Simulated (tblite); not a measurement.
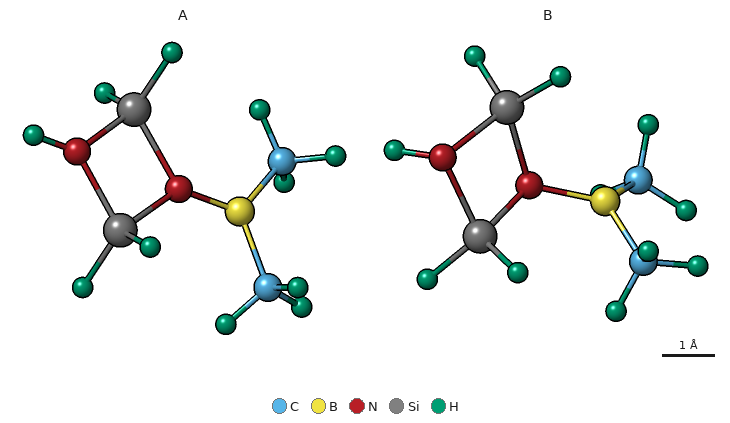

Two geometries of C2H11BN2Si2, drawn at one scale. One is the start of a relaxation, the other its converged end. The picture is a ball-and-stick view, seen at a tilt.

Computed with GFN2-xTB geometry optimisation, gas phase in tblite 0.8.0. 

> Which geometry has the lower energy?

Structure A is the relaxed one. The largest move after the best rigid fit is that of an H atom, 1.44 Å. Largest moves by element: H 1.44 Å, C 0.75 Å, N 0.52 Å, Si 0.49 Å, B 0.20 Å. Near-neighbour distances that change, for instance: B–N 1.506 → 1.397 Å, N–Si 1.797 → 1.739 Å, H–N 1.050 → 1.003 Å, C–H 1.133 → 1.088 Å. Bond angles that change, for instance: Si–N–H 108.4° → 131.6°, Si–N–H 109.2° → 131.4°, B–N–Si 117.1° → 132.6°. After 152 geometry steps the energy has fallen by 137.3 kJ/mol.
